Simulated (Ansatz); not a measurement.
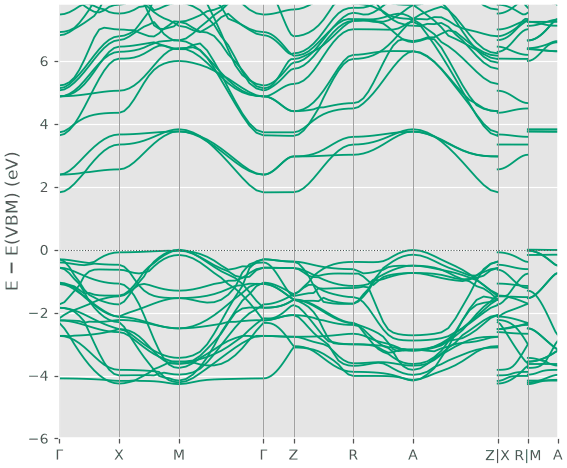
Figure: Band structure from DFT-PBE in the program Ansatz with PAW potentials

Task: Read off the gap and where the band edges lie.

Result: About 1.8 eV (1.82 eV by a search for the band edges); maximum at M, minimum at Γ.

Task: Which compound is it?
A) SnO2, P4_2/nmc (Sn on 2a, O on 4d)
B) Ba2Ti2N3F3, P-4m2 (Pearson symbol tP10)
C) Sr2ZrTiO6, P4/mmm (Pearson symbol tP10)
D) CaO, P4/nmm (Ca on 2c, O on 2a)

Result: C, Sr2ZrTiO6, P4/mmm (Pearson symbol tP10)

The start of the workflow was typed in or built on a structure type; neither database checked (COD, Materials Project) lists it. Its standing as an ambient phase is unchecked. The cell was relaxed with PBE under the symmetry of its start; whether a distortion lowers the energy is not shown. The workflow began spin-polarised and lost its moments. Spin–orbit coupling is left out wherever it is not named.

Potentials: the earlier of the program's two PAW sets.
